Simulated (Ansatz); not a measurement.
# Cu2Pd (built on the sites of a database entry of Li2Pt): a soft mode frozen in

Wanted: the energy along a soft mode of Cu2Pd (built on the sites of a database entry of Li2Pt) and the structure at the end.

Method: DFT PBEsol, scalar-relativistic, plane waves, PAW, in Ansatz 0.2.0.

The structure was built from a prototype and need not be the compound's stable phase.

## 1. The structure

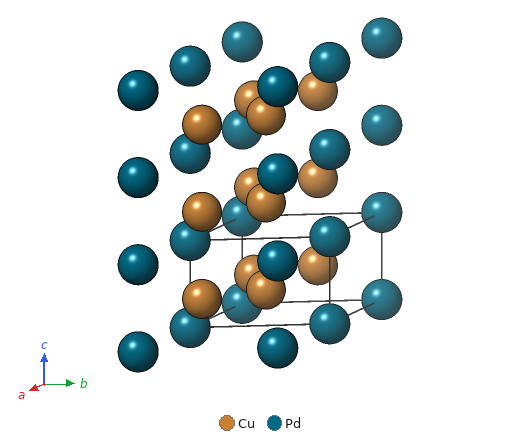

The starting structure, seen slightly off an axis (copper orange, palladium blue). 2×1×3 cells are drawn. Some periodic images of atoms are drawn too.

## 2. Response at finite wavevector

The cell comes from relaxations at this level that are not shown. Stability and thermal properties need the whole zone. Linear response on a 3×3×4 q mesh gives force constants as far as a supercell of that size would.

input.yaml reads:

```yaml
crystal:
  lattice:
    - [4.1086750818, 0.0, 0.0]
    - [-2.0543375409, 3.5582169968, 0.0]
    - [0.0, 0.0, 2.5830741128]
  atoms:
    - { symbol: Cu, position: [0.3333333333, 0.6666666667, 0.5] }
    - { symbol: Cu, position: [0.6666666667, 0.3333333333, 0.5] }
    - { symbol: Pd, position: [0.0, 0.0, 0.0] }
kpoints:
  mp_grid: { grid: [12, 12, 16] }
hamiltonian:
  xc: pbesol
scf:
  occupations: { method: methfessel_paxton, width: 0.2 }
output:
  eigenvalues: true
phonons:
  method: dfpt
  qmesh: [3, 3, 4]
  temperatures: { t_max: 1000, t_step: 50 }
  qpath:
    path:
      - [[0.0, 0.0, 0.0], [0.5, 0.0, 0.0], [0.33333333, 0.33333333, 0.0], [0.0, 0.0, 0.0], [0.0, 0.0, 0.5], [0.5, 0.0, 0.5], [0.33333333, 0.33333333, 0.5], [0.0, 0.0, 0.5]]
      - [[0.5, 0.0, 0.5], [0.5, 0.0, 0.0]]
      - [[0.33333333, 0.33333333, 0.5], [0.33333333, 0.33333333, 0.0]]
    npoints: 10
```

The run is started by

```console
> ansatz run input.yaml --threads 8 --pin off --max-ram 14336MiB --backend cpu --events-out ev --progress --plain --runs-dir out
```

Numbers of over 12 decimals in the logs are rounded to 6 here.

Output:

```text
Warning: phonons: the dynamical matrix that this run interpolates holds no multipole term above the dipole-dipole one, and a site of this crystal is no centre of inversion, so its interpolated transverse optical and acoustic branches and sound speeds can stay off near Gamma, and the density of states and the thermodynamics with them. What a run solves at a wave vector of phonons.qpoints, Gamma apart, where the deck admits one, is free of this, and under fd what a larger phonons.supercell samples
Engine: ansatz 0.2.0, x86_64-unknown-linux-gnu
Pseudopotentials: kind: paw
Pseudopotential: Cu, paw, valence charge 19, recommended cutoff 420 eV (normal), Cu.paw.azcp
Pseudopotential: Pd, paw, valence charge 18, recommended cutoff 420 eV (normal), Pd.paw.azcp
Functional definition: PBEsol
  exchange = pbesol_x
  correlation = pbesol_c
Crystal: 3 atoms, lattice volume = 37.763 Å³
Basis set: ecut = 420 eV, 717 PW (Γ), exchange–correlation on 60×60×36 points (8 copies of the dense FFT grid, shifted against one another)
Bands: 34, of which v1, the nominal top of the filled ones, is band 28 counted from 1 (27 counted from 0)
Symmetry: 24 space group operations
k-points: 171 of 2304
Non-local potential: Cu, projectors of the file, l = 0: 3, l = 1: 2, l = 2: 3, l = 3: 1
Non-local potential: Pd, projectors of the file, l = 0: 2, l = 1: 2, l = 2: 2, l = 3: 1
PAW form: soft (Blöchl's): semilocal exchange-correlation on the pseudo side does not see the compensation charge
PAW frozen core: Cu, regenerated for the run's functional, and the local potential with it (the file was generated under x = pbe(κ = 0.804, μ = 0.219515), c = pbe(β = 0.066725))
PAW frozen core: Pd, regenerated for the run's functional, and the local potential with it (the file was generated under x = pbe(κ = 0.804, μ = 0.219515), c = pbe(β = 0.066725))
PAW one-centre angular grid: Cu, 590 points (default); XC on 64 Gauss nodes
PAW one-centre angular grid: Pd, 590 points (default); XC on 64 Gauss nodes
Initial density: superposition of atomic densities (neutral atoms: chi_scale 0, normalization atom), corrected by the library's trained network
Initial wavefunctions: pseudopotential atomic-orbital guess
Functional: x = pbesol(κ = 0.804, μ = 0.123457), c = pbesol(β = 0.046)
SCF iter   1: F=—  HF=-20084.312335 eV  |F-HF|=—  |Δ(HF+E_count)|=         —  Δρ=1.69e-2  dr2=5.85e-2  ethr=1.77e-3  ⟨swp⟩=5.1  Hψ=21897  notcnv=0
preconditioner: auto → none  [metal: Δε(μ)=0.015 eV  Ē_g=10.065 eV  σ=0.200 eV  W_gap=0.06  n_scr=8 (ndim 8)  ℏωp=34.2 eV  f_vac=0.000  D(μ)=0.82/eV (n_scr^D=6)  sad-step TF]
SCF iter   2: F=—  HF=-20084.299952 eV  |F-HF|=—  |Δ(HF+E_count)|=   1.24e-2  S|Δr|=    0.00e0  Δρ=4.66e-3  dr2=7.73e-3  ethr=1.05e-4  ⟨swp⟩=2.2  Hψ=9928  notcnv=0
SCF iter   3: F=—  HF=-20084.298292 eV  |F-HF|=—  |Δ(HF+E_count)|=   1.66e-3  S|Δr|=    0.00e0  Δρ=1.17e-3  dr2=3.48e-4  ethr=1.38e-5  ⟨swp⟩=2.2  Hψ=8199  notcnv=0
SCF iter   4: F=—  HF=-20084.298200 eV  |F-HF|=—  |Δ(HF+E_count)|=   9.17e-5  S|Δr|=    0.00e0  Δρ=2.32e-4  dr2=2.00e-5  ethr=6.22e-7  ⟨swp⟩=1.9  Hψ=7302  notcnv=0
SCF iter   5: F=—  HF=-20084.298202 eV  |F-HF|=—  |Δ(HF+E_count)|=   2.27e-6  S|Δr|=    0.00e0  Δρ=3.96e-5  dr2=2.94e-7  ethr=3.57e-8  ⟨swp⟩=2.4  Hψ=8109  notcnv=0
SCF iter   6: F=—  HF=-20084.298200 eV  |F-HF|=—  |Δ(HF+E_count)|=   2.56e-6  S|Δr|=    0.00e0  Δρ=6.26e-6  dr2=6.83e-9  ethr=5.25e-10  ⟨swp⟩=2.5  Hψ=8931  notcnv=0
SCF iter   7: F=—  HF=-20084.298200 eV  |F-HF|=—  |Δ(HF+E_count)|=   1.42e-9  S|Δr|=    0.00e0  Δρ=7.79e-7  dr2=1.31e-10  ethr=1.22e-11  ⟨swp⟩=2.1  Hψ=9039  notcnv=0
SCF iter   8: F=-20084.298200 eV  HF=-20084.298200 eV  |F-HF|=3.64e-12  |Δ(HF+E_count)|=  3.64e-12  S|Δr|=    0.00e0  Δρ=7.18e-8  dr2=8.70e-13  ethr=1.00e-12  ⟨swp⟩=7.8  Hψ=28167  notcnv=0
SCF 1 converged in 8 iterations: F = -20084.298200 eV  dr2 = 8.70e-13
  greatest PAW one-centre occupation: 1.000 electrons in one spin orbital (limit 2), on the Cu atom at site 1 (counted from 0), in its partial waves of l = 0
Initial density: read from a saved state, or passed on in memory by an earlier SCF of this step, an earlier step, the calling program or the single point that the run made first
iter 1 solved again at ethr=1.84e-8 eV; its pass at ethr=3.10e-3 eV (dr2=1.03e-5 eV) is discarded
SCF iter   1: F=—  HF=-20084.298202 eV  |F-HF|=—  |Δ(HF+E_count)|=         —  Δρ=6.24e-7  dr2=7.06e-11  ethr=1.84e-8  ⟨swp⟩=3.3  Hψ=36928  notcnv=0
eigensolver tolerance schedule: the retry pair's looser diagonalisation over-reported the residual by 145979.26 of it (diagonalisation noise at 6.52 of the residual, at the tolerance the schedule requests for it); recorded, not acted on — ethr = c·dr2/N_el stays at c = 1.0e-1
preconditioner: auto → none  [metal: Δε(μ)=0.021 eV  Ē_g=10.134 eV  σ=0.200 eV  W_gap=0.09  n_scr=8 (ndim 8)  ℏωp=34.2 eV  f_vac=0.000  D(μ)=0.83/eV (n_scr^D=6)]
SCF iter   2: F=—  HF=-20084.298200 eV  |F-HF|=—  |Δ(HF+E_count)|=   1.78e-6  S|Δr|=    0.00e0  Δρ=5.28e-7  dr2=5.59e-11  ethr=1.00e-12  ⟨swp⟩=3.1  Hψ=14414  notcnv=0
SCF iter   3: F=—  HF=-20084.298200 eV  |F-HF|=—  |Δ(HF+E_count)|=  7.28e-12  S|Δr|=    0.00e0  Δρ=2.61e-7  dr2=1.30e-11  ethr=1.00e-12  ⟨swp⟩=1.0  Hψ=5814  notcnv=0
SCF iter   4: F=-20084.298200 eV  HF=-20084.298200 eV  |F-HF|=3.64e-12  |Δ(HF+E_count)|=  7.28e-12  S|Δr|=    0.00e0  Δρ=1.42e-7  dr2=3.51e-12  ethr=1.00e-12  ⟨swp⟩=2.7  Hψ=11567  notcnv=0
SCF 2 converged in 4 iterations: F = -20084.298200 eV  dr2 = 3.51e-12
phonons: the bands overlap, so this run is a metal and interpolates without the dipole-dipole term. If the crystal is really an insulator or semiconductor, its LO-TO splitting is missing
NSCF: frozen V_eff on 171 k-points
WARN: eigensolver did not converge (k=58): 1 band(s) unlocked after 20 sweeps at ethr=1.54e-12 eV (storage-precision floor; scheduled 1.00e-12 eV) (lowest unlocked band 33, counted from 0; max residual 2.50e-6 eV among the unlocked bands, 2.50e-6 eV over every band; other slots of this pass that fall short are told together in one closing line; warning suppressed until the next SCF loop or pass starts)
WARN: eigensolver did not converge in 4 slots of this pass, the one above among them; of largest residual over every band (k=162): 1 band(s) unlocked (lowest unlocked band 33, counted from 0; max residual 4.15e-4 eV among the unlocked bands, 4.15e-4 eV over every band); of lowest unlocked band (k=58): band 33
NSCF: frozen V_eff on 387 k-points
DFPT response loops at q = (0, 0, 0) (fractional): preconditioner auto → Kerker (q_TF=auto, 2.913 Å⁻¹) (partly filled bands, converged f_vac=0.000); β = 1.00, the filter's whole step (`scf.mixing.beta` (0.50) is not read by the response loops under this deck's `scf.mixing.preconditioner`; to damp them name `kerker` or `kerker_dos`, under which they read `scf.mixing.beta`, and type it under 1.00, their step now; both keys bind the ground state too); Broyden in place of MSR1
NSCF: frozen V_eff on 1376 k-points
DFPT response loops at q = (0, 0, 0.25) (fractional): mixed as the last ones told, above
NSCF: frozen V_eff on 774 k-points
DFPT response loops at q = (0, 0, -0.5) (fractional): mixed as the last ones told, above
NSCF: frozen V_eff on 1404 k-points
DFPT response loops at q = (0, 0.333333, 0) (fractional): mixed as the last ones told, above
NSCF: frozen V_eff on 2496 k-points
DFPT response loops at q = (0, 0.333333, 0.25) (fractional): mixed as the last ones told, above
NSCF: frozen V_eff on 1404 k-points
DFPT response loops at q = (0, 0.333333, -0.5) (fractional): mixed as the last ones told, above
NSCF: frozen V_eff on 1404 k-points
DFPT response loops at q = (0.333333, 0.333333, 0) (fractional): mixed as the last ones told, above
NSCF: frozen V_eff on 2496 k-points
DFPT response loops at q = (0.333333, 0.333333, 0.25) (fractional): mixed as the last ones told, above
NSCF: frozen V_eff on 1404 k-points
DFPT response loops at q = (0.333333, 0.333333, -0.5) (fractional): mixed as the last ones told, above
SCF converged after 8 iterations
Stability not checked: this state was not tested for a lower state beside it, because cold or Methfessel-Paxton smearing, or corrected tetrahedra, fill the levels in a way that the test cannot read (fill_not_monotonic; see scf.lower_state_search)
Free energy (F): -20084.298200 eV
Harris-Foulkes:  -20084.298200 eV  (|F-HF|=3.64e-12)
Internal energy: -20084.300839 eV  (E = F + TS)
E sigma→0 (E₀):  -20084.298860 eV
Entropy (-TS):   0.002640 eV (0.880 meV/atom)
Fermi energy:    18.066231 eV
--- Per-component energies (eV) ---
  E_band       = -826.108801
  E_kinetic    = 1115.876465
  E_local      = -9917.446451  (includes V_loc(G=0)·N_el)
  E_nonlocal   = 1005.638943
  E_hartree    = 4323.034668
  E_xc         = -346.134806
  E_vxc        = -442.490090  (∫ρ·V_xc dr)
  E_paw        = -6940.403647  (= ΣΔE_a)
  E_vpaw       = -1233.757778  (= ΣTr[D̂ρ^β])
  E_aug_tail   = 0.000713  (compensation charges beyond the density's cutoff)
  E_ewald      = -9325.581653
  E_core_change = 0.714928  (= ΣΔE_core)
  E_smearing   = 0.002640  (= −TS)
  E_closure    = 0.000000  (closes the sum)
  Σ components = -20084.298200   (vs F -20084.298200, Δ=0.00e0)
--- Band table (eV; the first three rows and the last of 171) ---
  k-point 0: bands = [... 24 lower, 16.0042, 16.0042, 17.4584, 17.4584, 23.9455, 23.9455, 24.1871, 24.6288, ... 2 higher]
  k-point 1: bands = [... 24 lower, 16.0031, 16.0031, 17.4253, 17.4253, 24.1100, 24.1100, 24.2203, 24.6651, ... 2 higher]
  k-point 2: bands = [... 24 lower, 16.1565, 16.1565, 17.3451, 17.3451, 24.3214, 24.5759, 24.5759, 24.7709, ... 2 higher]
  k-point 170: bands = [... 24 lower, 16.9779, 16.9779, 17.9196, 19.5382, 21.1671, 21.1671, 23.1208, 23.1208, ... 2 higher]
--- Phonons (Γ-DFPT): 4 representative perturbations + reference (Σ response iterations 15) ---
  ASR residual: 3.698e-5 → 0.000e0 eV/Å²; symmetrization residual: 1.693e-5 eV/Å²
  ASR residual per site (eV/Å²): 3.70e-5 3.70e-5 1.94e-5
  Γ frequencies (cm⁻¹): -50.19 0.00 0.00 0.00 127.16 172.46 172.46 256.53 256.53
--- Phonons (arbitrary-q DFPT): 9 irreducible q on the 3×3×4 mesh ---
  q = [0.0000, 0.0000, 0.0000] (star 1, of the zone-centre solve; hermiticity 3.65e-6, symmetrization 7.25e-12): -50.19 -0.00 -0.00 0.00 127.16 172.46 172.46 256.53 256.53
  q = [0.0000, 0.0000, 0.2500] (star 2, 4 solved perturbations in 1984 linear systems a pass and spin channel, the states on 688 of 2304 k-point pairs; hermiticity 1.05e-6, symmetrization 4.84e-12): 61.28 61.28 95.69 137.09 155.44 155.44 215.23 255.52 255.52
  q = [0.0000, 0.0000, -0.5000] (star 1, 4 solved perturbations in 1116 linear systems a pass and spin channel, the states on 387 of 2304 k-point pairs; hermiticity 1.54e-11, symmetrization 7.68e-12): 119.59 119.59 120.99 120.99 140.56 176.65 254.69 254.69 270.17
  q = [0.0000, 0.3333, 0.0000] (star 6, 6 solved perturbations on 702 of 2304 k-point pairs; hermiticity 5.78e-6, symmetrization 7.78e-11): -30.40 54.13 79.54 108.19 130.30 144.66 161.24 244.89 265.95
  q = [0.0000, 0.3333, 0.2500] (star 12, 6 solved perturbations on 1248 of 2304 k-point pairs; hermiticity 2.04e-6, symmetrization 1.40e-11): 90.01 90.12 109.04 135.97 153.47 157.82 208.41 243.91 262.12
  q = [0.0000, 0.3333, -0.5000] (star 6, 6 solved perturbations on 702 of 2304 k-point pairs; hermiticity 1.27e-6, symmetrization 5.25e-12): 88.07 111.40 116.60 152.08 153.07 185.35 231.75 259.14 279.67
  q = [0.3333, 0.3333, 0.0000] (star 2, 4 solved perturbations in 1962 linear systems a pass and spin channel, the states on 702 of 2304 k-point pairs; hermiticity 3.26e-6, symmetrization 1.37e-7): 54.52 54.52 88.70 110.61 115.12 115.12 216.69 216.69 268.75
  q = [0.3333, 0.3333, 0.2500] (star 4, 4 solved perturbations in 3488 linear systems a pass and spin channel, the states on 1248 of 2304 k-point pairs; hermiticity 1.75e-6, symmetrization 1.32e-7): 88.62 88.62 112.91 144.36 144.36 201.34 208.99 208.99 269.07
  q = [0.3333, 0.3333, -0.5000] (star 2, 4 solved perturbations in 1962 linear systems a pass and spin channel, the states on 702 of 2304 k-point pairs; hermiticity 5.92e-7, symmetrization 8.21e-8): 97.70 97.70 114.63 174.77 174.77 202.06 202.06 241.03 290.26
  sum rule: each row above includes the acoustic sum rule's correction from the zone centre's row sums; it moved no ω² by more than (0.40 cm⁻¹)²
  mesh force constants: q→R imaginary residual 1.18e-16; ASR residual 3.698e-5 → 0.000e0 eV/Å²; symmetrization residual 1.776e-14 eV/Å²
  interpolated dispersion: 93 rows × 9 modes
  density of states and harmonic sums: on the 18×18×24 q-mesh, interpolated from the force constants of a 3×3×4 supercell (no non-analytic term)
  largest difference from the sums on the solved wave vectors: F 5.28e-2 eV, S 6.92e-5 and C_V 1.66e-5 eV/K
  zero-point energy: 0.087931 eV/cell   skipped modes (ω ≤ 0): 57, of them read as no rigid motion or as one in doubt: 54 (8.668e-2 modes/cell left out, lowest -50.19 cm⁻¹)   left out of the sums: 9.67e-3 of the cell's modes: C_V's classical limit lies that fraction below 3 k_B per atom; for a crystal, a wire or a layer, F and S can be off by more, and a phonons.interpolated_qmesh denser along its periods is the remedy for the sampling
```

Wall time 6.2 min (8 threads of Intel Xeon Platinum 8488C (Sapphire Rapids), shared host); peak memory 4.2 GiB; 45 min of CPU time.

Numbers from this step:

* volume per atom: 12.59 Å³
* gap on the k-mesh: 0 eV
* sum-rule residual before enforcement: 3.70e-5 eV/Å²
* lowest frequency on the path: -50.19 cm⁻¹
* point group: 6/mmm
* highest frequency on the path or at a solved wavevector: 290.3 cm⁻¹
* highest optical mode at the zone centre (no LO-TO term): 256.5 cm⁻¹
* lowest optical zone-centre mode: -50.19 cm⁻¹
* lowest mode on the q mesh (acoustic modes at Γ apart): -50.19 cm⁻¹

Frequencies (cm⁻¹) solved at each irreducible wavevector; negative means imaginary. Frequencies by wavevector, by row:

```tsv
q in reciprocal lattice units	star	mode 1	mode 2	mode 3	mode 4	mode 5	mode 6	mode 7	mode 8	mode 9
0 0 0	1	-50.2	0	0	0	127.2	172.5	172.5	256.5	256.5
0 0 0.25	2	61.3	61.3	95.7	137.1	155.4	155.4	215.2	255.5	255.5
0 0 -0.5	1	119.6	119.6	121	121	140.6	176.7	254.7	254.7	270.2
0 0.3333 0	6	-30.4	54.1	79.5	108.2	130.3	144.7	161.2	244.9	265.9
0 0.3333 0.25	12	90	90.1	109	136	153.5	157.8	208.4	243.9	262.1
0 0.3333 -0.5	6	88.1	111.4	116.6	152.1	153.1	185.3	231.8	259.1	279.7
0.3333 0.3333 0	2	54.5	54.5	88.7	110.6	115.1	115.1	216.7	216.7	268.8
0.3333 0.3333 0.25	4	88.6	88.6	112.9	144.4	144.4	201.3	209	209	269.1
0.3333 0.3333 -0.5	2	97.7	97.7	114.6	174.8	174.8	202.1	202.1	241	290.3
```

Interpolated from a 3×3×4 q mesh. The phonon branches at the labelled points (cm⁻¹):

```tsv
point	branch 1	branch 2	branch 3	branch 4	branch 5	branch 6	branch 7	branch 8	branch 9
Γ	-50	0	0	0	127	172	172	256	256
M	-19	73	94	115	116	128	186	233	268
K	54	54	89	111	115	115	217	217	269
Γ	-50	0	0	0	127	172	172	256	256
A	120	120	121	121	141	177	255	255	270
L	79	109	117	158	178	186	211	261	283
H	98	98	115	175	175	202	202	241	290
A	120	120	121	121	141	177	255	255	270
jump to L	79	109	117	158	178	186	211	261	283
M	-19	73	94	115	116	128	186	233	268
jump to H	98	98	115	175	175	202	202	241	290
K	54	54	89	111	115	115	217	217	269
```

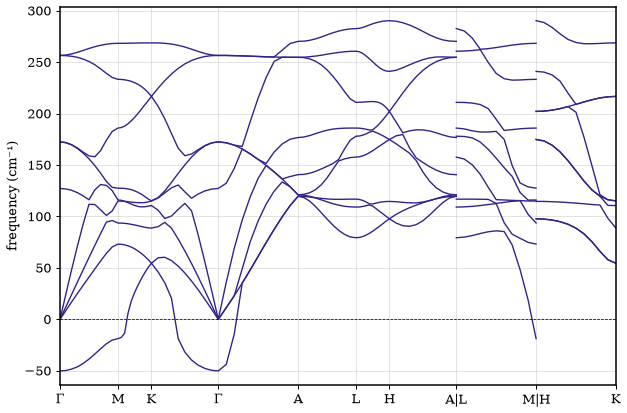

Phonon branches along the path.

Symmetry leaves 9 wavevectors to solve. The lowest mode among them, the acoustic zeros apart, lies at Γ and is imaginary, 50.2i cm⁻¹, so the energy falls along it.

## 3. The mode frozen in, largest atomic shift 0 Å

The mode followed lies at Γ with frequency 50.2i cm⁻¹, the softest among the wavevectors solved. At small amplitude the distorted cell has space group no. 164 by a symmetry search on the positions. The undistorted cell that holds it gives the zero of energy on the same k mesh.

input.yaml, the sections that differ from step 2:

```yaml
output:
  forces: true
  stress: true
  eigenvalues: true
# crystal, kpoints, hamiltonian, scf: as in step 2
# phonons: removed
```

Output:

```text
[...]
Crystal: 3 atoms, lattice volume = 37.763 Å³
Basis set: ecut = 420 eV, 717 PW (Γ), exchange–correlation on 60×60×36 points (8 copies of the dense FFT grid, shifted against one another)
Bands: 34, of which v1, the nominal top of the filled ones, is band 28 counted from 1 (27 counted from 0)
Symmetry: 24 space group operations
[...]
k-points: 171 of 2304
[...]
k-point 0: bands = [... 24 lower, 16.0042, 16.0042, 17.4584, 17.4584, 23.9455, 23.9455, 24.1871, 24.6289, ... 2 higher]
  k-point 1: bands = [... 24 lower, 16.0031, 16.0031, 17.4253, 17.4253, 24.1100, 24.1100, 24.2203, 24.6651, ... 2 higher]
  k-point 2: bands = [... 24 lower, 16.1565, 16.1565, 17.3451, 17.3451, 24.3214, 24.5759, 24.5759, 24.7709, ... 2 higher]
  k-point 170: bands = [... 24 lower, 16.9779, 16.9779, 17.9196, 19.5382, 21.1671, 21.1671, 23.1208, 23.1208, ... 2 higher]
[key lines of the parts left out:]
SCF converged after 6 iterations
Free energy (F): -20084.298200 eV
Fermi energy:    18.066222 eV
P = ⅓ Tr σ = -0.0009 GPa (-0.009 kbar)
```

The job ended after 1 s (8 threads; peak memory 0.54 GiB).

Numbers from this step:

```
pressure                         : -9.07e-4 GPa
energy from the undistorted cell : 0 meV/atom
```

The run ends at a pressure of 0.00 GPa.

## 4. The mode frozen in, largest atomic shift 0.22 Å

The atoms are moved along the unstable eigenvector, the largest shift by 0.22 Å, with the cell fixed.

input.yaml, the sections that differ from step 3:

```yaml
crystal:
  lattice:
    - [4.1086750818, 0.0, 0.0]
    - [-2.0543375409, 3.5582169968, 0.0]
    - [0.0, 0.0, 2.5830741128]
  atoms:
    - { symbol: Cu, position: [0.3333333333, 0.6666666667, 0.5851698366] }
    - { symbol: Cu, position: [0.6666666667, 0.3333333333, 0.4148301634] }
    - { symbol: Pd, position: [0.0, 0.0, 0.0] }
# kpoints, hamiltonian, scf, output: as in step 3
```

Output:

```text
[...]
Crystal: 3 atoms, lattice volume = 37.763 Å³
Basis set: ecut = 420 eV, 717 PW (Γ), exchange–correlation on 60×60×36 points (8 copies of the dense FFT grid, shifted against one another)
Bands: 34, of which v1, the nominal top of the filled ones, is band 28 counted from 1 (27 counted from 0)
Symmetry: 12 space group operations
[...]
k-points: 255 of 2304
[...]
k-point 0: bands = [... 24 lower, 16.3041, 16.3041, 17.3213, 17.3213, 23.9340, 23.9340, 24.1362, 24.6519, ... 2 higher]
  k-point 1: bands = [... 24 lower, 16.3048, 16.3048, 17.2960, 17.2960, 24.0908, 24.0908, 24.1720, 24.6951, ... 2 higher]
  k-point 2: bands = [... 24 lower, 16.3482, 16.3482, 17.2367, 17.2367, 24.2816, 24.5135, 24.5135, 24.8433, ... 2 higher]
  k-point 254: bands = [... 24 lower, 17.0343, 17.0343, 18.0102, 19.9438, 20.9461, 20.9461, 23.2856, 23.2856, ... 2 higher]
[key lines of the parts left out:]
SCF converged after 6 iterations
Free energy (F): -20084.313369 eV
Fermi energy:    18.057538 eV
P = ⅓ Tr σ = -0.2216 GPa (-2.216 kbar)
```

Elapsed: 1.4 s, on 8 threads; peak memory 0.63 GiB.

This step gave:

- pressure: -0.2216 GPa
- energy from the undistorted cell: -4.796 meV/atom

The energy, extrapolated to zero smearing, is -4.80 meV/atom against the undistorted cell.

The run ends at a pressure of -0.22 GPa, with forces up to 0.013 eV/Å.

(Continued in part 2 of 2.)

[Logs are printed without paths, hosts, clocks, repeated set-up lines and the standing remarks that a program may print on its own settings, such as how far it seeks lower states.]

[Hosts, paths, dates, database ids (printed as entryN), source tags and the programs' standing remarks are cut or masked in the printed files.]
